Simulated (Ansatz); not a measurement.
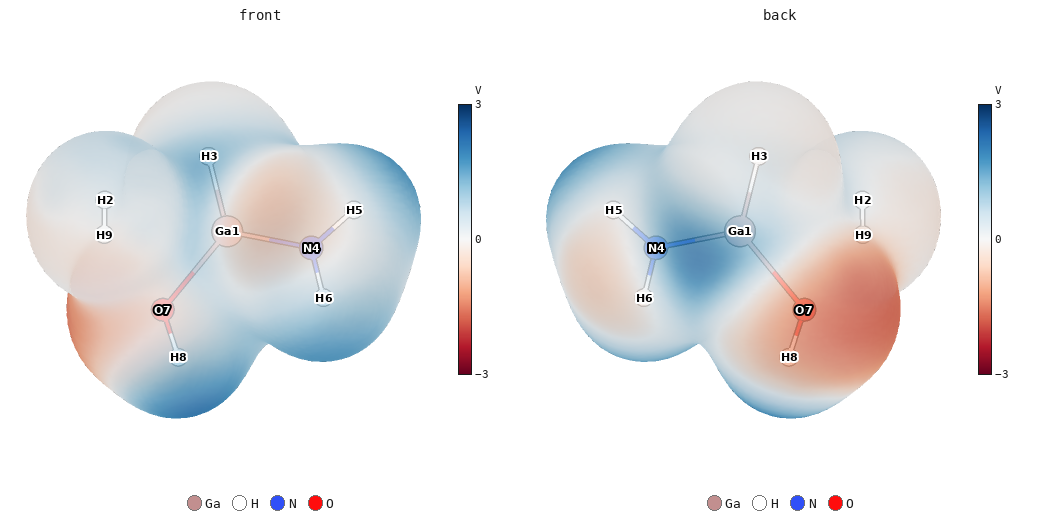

The picture shows: GaH4NO···H2. The electrostatic potential painted on the density surface at 0.002 e/bohr³, seen from the front and from behind; red is negative and blue positive.

Not at a stationary point (largest force 1.8 eV/Å).

Computed with RKS PBE0/def2-SVPD in Ansatz.

```yaml
atoms:
  - { symbol: Ga, position_ang: [-0.1301, 0.4947, -0.3979] }
  - { symbol: H, position_ang: [-0.0341, 0.0421, 2.3362] }
  - { symbol: H, position_ang: [1.1885, -0.3061, -0.4945] }
  - { symbol: N, position_ang: [-1.7289, -0.0543, -1.0507] }
  - { symbol: H, position_ang: [-1.8644, -0.9073, -1.5750] }
  - { symbol: H, position_ang: [-2.5809, 0.4886, -0.9989] }
  - { symbol: O, position_ang: [-0.0889, 2.1154, 0.3755] }
  - { symbol: H, position_ang: [-0.8954, 2.6346, 0.3355] }
  - { symbol: H, position_ang: [-0.0317, 0.7221, 2.0995] }
```

Q: Describe the electrostatic potential map.

A: The most negative region (about −1.8 V, or −42 kcal/mol for a unit charge) lies over O7, the most positive (about +2.1 V, or +48 kcal/mol for a unit charge) over Ga1 and H8. O7 is the likeliest acceptor of a hydrogen bond.
